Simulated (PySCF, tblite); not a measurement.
**C₆H₅N₂O radical: geometry, infrared bands and EPR parameters**

Aim: predict the infrared bands and EPR parameters of C₆H₅N₂O radical (`N#C[CH][C@@H](C=O)CC#N`).

Programs: tblite 0.8.0 and PySCF 2.14.0, with density-fitted response routines of our own. Each step states its level of theory. These are calculated values for one molecule in the gas phase, unless marked as measured. Atoms are numbered from 0 throughout.

## 1. The starting structure

14 atoms, charge 0, multiplicity 2; geometry from: force field or distance geometry start.

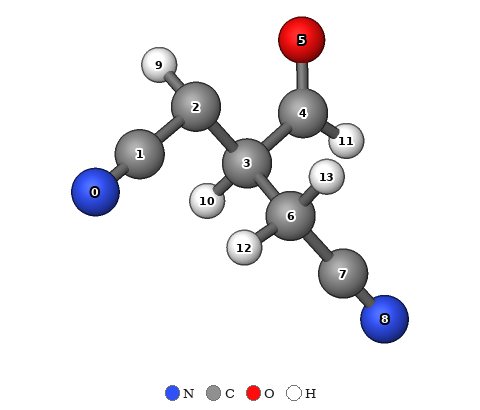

The starting geometry (nitrogen blue, carbon grey, oxygen red, hydrogen white), atoms numbered.

## 2. Geometry optimisation with GFN2-xTB

The job: settings as JSON, then the geometry in Å.

```
{"job": {"kind": "relax", "xc": "GFN2-xTB", "basis": "xTB"}, "charge": 0, "multiplicity": 2}
N     -1.871200    -2.640400    -0.498500
C     -1.709600    -1.537900    -0.160300
C     -1.498700    -0.163700     0.282100
C     -0.176100     0.323700    -0.261700
C      0.001500     1.720700     0.201400
O     -0.842500     2.293300     0.863800
C      0.864900    -0.606300     0.309300
C      2.206300    -0.214400    -0.149800
N      3.265400     0.079400    -0.504700
H     -2.366300     0.433800    -0.084900
H     -0.188100     0.231000    -1.357500
H      0.892100     2.286200    -0.065700
H      0.612900    -1.635000    -0.021100
H      0.808800    -0.570900     1.425300
```

Run with:

```sh
$ OMP_NUM_THREADS=1 python probes_run.py task.json out
```

This one command runs all jobs of the session in turn.

**Question.** This job is followed by: GFN2-xTB harmonic vibrations, gas phase; UKS B3LYP, pcH-1 on C H N O, non-relativistic, mean-field spin-orbit, GIAO. Predict these results of the whole session: strongest single infrared mode (GFN2-xTB); zero-point energy (GFN2-xTB); g(iso) (B3LYP); ⟨S²⟩; largest a(iso); potential on the surface of density 0.002 e/bohr³, 1st and 99th percentile.

**Answer**, as computed:

| quantity | value |
| --- | --- |
| strongest single infrared mode (GFN2-xTB) | 1785 cm⁻¹, 470 km/mol |
| zero-point energy (GFN2-xTB) | 59.2 kcal/mol |
| g(iso) (B3LYP) | 2.00366 |
| ⟨S²⟩ | 0.766 (exact 0.75) |
| largest a(iso) | 13C on C2, 66.5 MHz |
| potential on the surface of density 0.002 e/bohr³, 1st and 99th percentile | -1.51 V and 1.86 V |

What this shows: Over 185 steps the energy fell by 1.021 eV; of the close pairs, C1–C2 changed most, 1.459 to 1.369 Å. No mode is imaginary among the 36: a minimum at this level. The strongest single mode, at 1785 cm⁻¹, moves mainly C4 and O5. GFN2-xTB is a fitted tight-binding method: band positions and strengths are rough. Its intensities can rank the bands wrongly. The largest share of the spin, 0.78 e, sits on C2. The isotropic g lies 1.3 ppt above the free-electron value. These values are for one conformer; the search (at its own cheap level) found 2 more, at 0.00, 2.53 kcal/mol (those within 0.05 may be mirror or relabelled copies), and measured spectra average over such forms.
